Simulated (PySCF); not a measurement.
**C5H7NO3Si: density, localisation and related maps**

Input file:

```
{"job": {"kind": "nmr", "xc": "PBE0", "basis": "pcSseg-1"}, "charge": 0, "multiplicity": 1}
C      2.734146    -0.317659     0.313375
C      1.290590     0.070521     0.293112
O      0.799786     0.895674     1.044975
O      0.594338    -0.529172    -0.636746
C     -0.818970    -0.324196    -0.567580
Si    -1.259616     1.392900     0.374361
C     -1.376551    -0.280802    -1.877719
N     -1.828471    -0.229297    -2.927674
C     -1.438369    -1.319469     0.335606
O     -0.828786    -1.952014     1.155675
H      3.200243     0.050353     1.222189
H      3.229432     0.119769    -0.552365
H      2.824792    -1.398844     0.245121
H     -0.509184     2.454539    -0.282569
H     -1.456504     1.212533     1.801912
H     -2.627778     1.543554    -0.179045
H     -2.536098    -1.376361     0.227462
```

Run with:

```sh
OMP_NUM_THREADS=1 python probes_run.py task.json out
```

Geometry: GFN2-xTB.

Level of theory: PBE0/pcSseg-1, SCF density, gas phase, non-relativistic (PySCF).

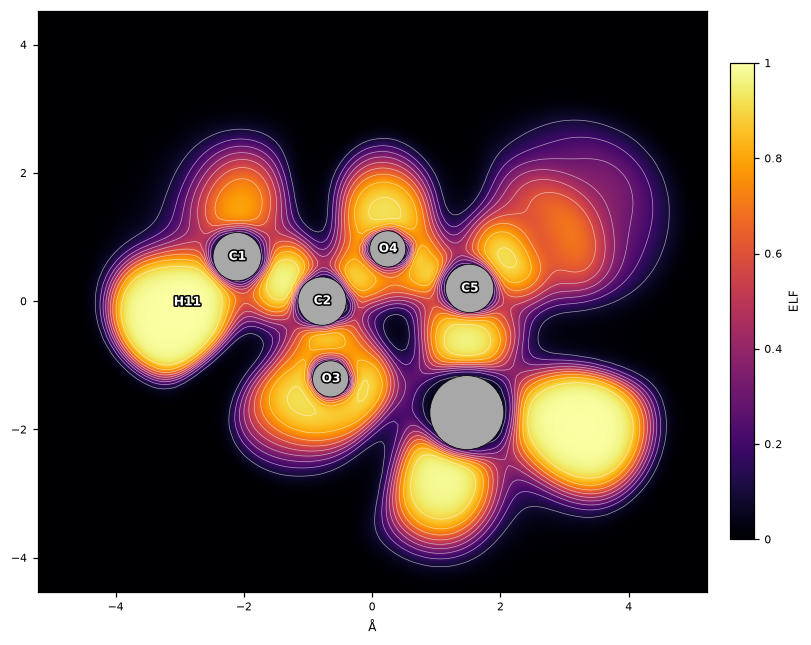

Figure 1. Electron localisation function on the plane of atoms C1, C2 and O3. Grey discs cover the atomic cores.

Question: What do the fields say about this system?

Answer:
- The plane passes through C, O and H nuclei.
- C–O (1.22 Å): the ELF peaks at about 0.85 between the atoms (a short, multiple covalent bond).
- C–H (1.09 Å): the ELF climbs to about 1 towards the hydrogen, as it does in any bond to H: a covalent bond by its length.
- C–O (1.31 Å): the ELF peaks at about 0.90 between the atoms, as expected for a polar covalent bond.
- C–C (1.49 Å): the ELF peaks at about 0.95 between the atoms, as expected for a shared electron pair.
- The ELF also peaks beside O3 and O4, away from the bonds: lone-pair regions.

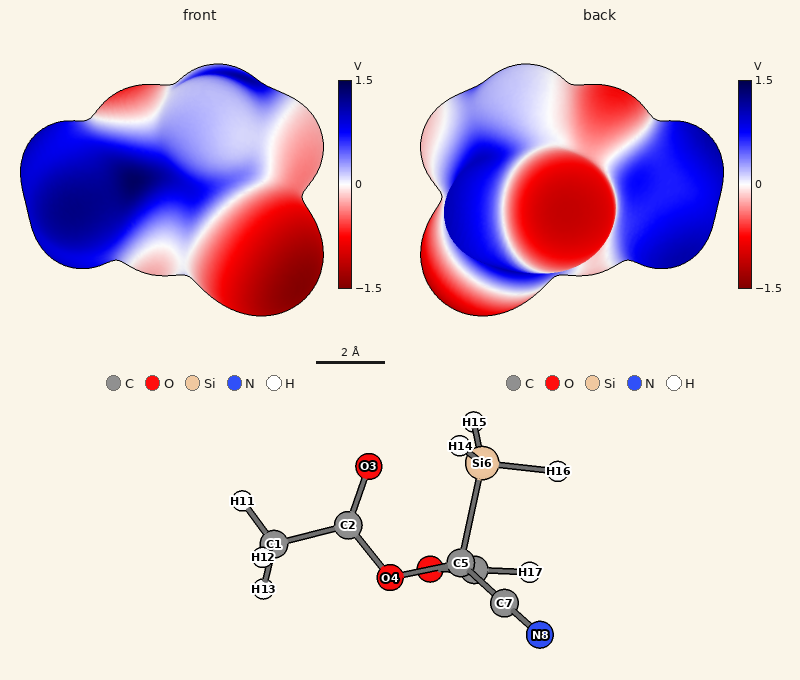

Figure 2. The electrostatic potential painted on the density surface at 0.001 e/bohr³, seen from the front and from behind; the colour scale runs from red (negative) to blue (positive). The bare structure is drawn below in the same view.

Question: Which sites attract a positive test charge, and which a negative one?

Answer: A positive charge is drawn to the negative regions and a negative charge to the positive ones. The most negative region (about −1.4 V, or −32 kcal/mol for a unit charge) lies over N8, the most positive (about +1.3 V, or +30 kcal/mol for a unit charge) over C2 and H12. N8 is the likeliest acceptor of a hydrogen bond.

Question: How polar is the molecule by this calculation?

Answer: Its dipole moment is 3.25 D.
